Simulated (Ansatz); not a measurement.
Input

```
crystal:
  periodic: [false, false, false]
  atoms:
    - {symbol: B, position_ang: [-0.645029, 2.244456, 0.602166]}
    - {symbol: O, position_ang: [0.038121, 1.150272, 0.275395]}
    - {symbol: Al, position_ang: [0.906597, -0.238751, -0.140803]}
    - {symbol: C, position_ang: [-0.057076, -1.893734, -0.445997]}
    - {symbol: H, position_ang: [-1.048252, 2.977744, -0.265436]}
    - {symbol: H, position_ang: [-0.856473, 2.491693, 1.762868]}
    - {symbol: H, position_ang: [2.472615, -0.059875, -0.247985]}
    - {symbol: H, position_ang: [-1.133206, -1.783052, -0.295533]}
    - {symbol: H, position_ang: [0.299742, -2.682593, 0.224289]}
    - {symbol: H, position_ang: [0.106062, -2.257258, -1.465964]}
basis:
  gaussian: {orbitals: def2-TZVPP}
hamiltonian: {xc: pbe0, dispersion: d4}
output: {orbitals: {seedname: orbitals}}
```

Run with:

```sh
ansatz run in.yaml --threads 2 --pin off --events-out ev --progress --plain --max-ram 4352MiB
```

Geometry: PBE0-D4/def2-TZVP.

All numbers below come from Ansatz 0.2.0, RKS PBE0-D4/def2-TZVPP.

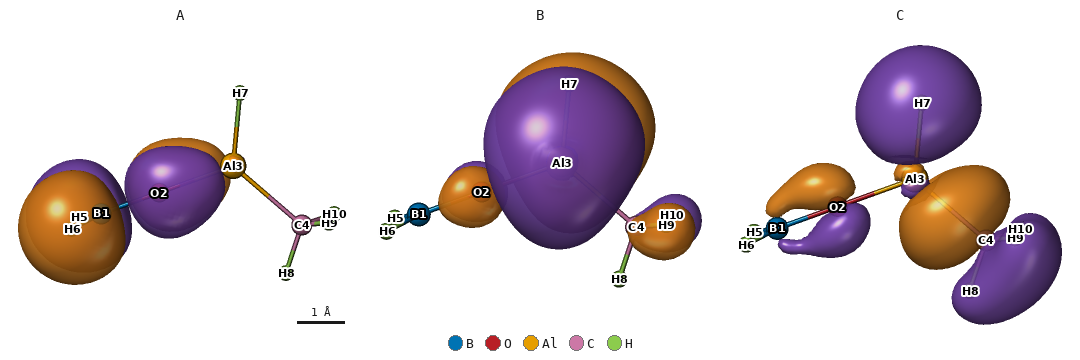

CH6AlBO (SMILES B[O][AlH][CH3]). Three frontier orbitals at ±0.08 Å⁻³ᐟ² (orange and purple are the two phases), in no order.

**Order the three orbitals by energy and name them.**

C is the HOMO−1 (−8.23 eV). Its weight (Hirshfeld) is mainly on C4 (about 35 %), Al3 (about 25 %) and H7 (about 25 %). A is the HOMO (−7.84 eV). By Hirshfeld shares it lies mainly on O2 (about 30 %), B1 (about 25 %), H6 (about 20 %) and H5 (about 20 %). B is the LUMO (−0.75 eV). By Hirshfeld shares it lies mainly on Al3 (about 75 %), H7 (about 5 %), O2 (about 5 %) and C4 (about 5 %).

**What is the HOMO–LUMO gap?**

7.09 eV between the orbital energies.
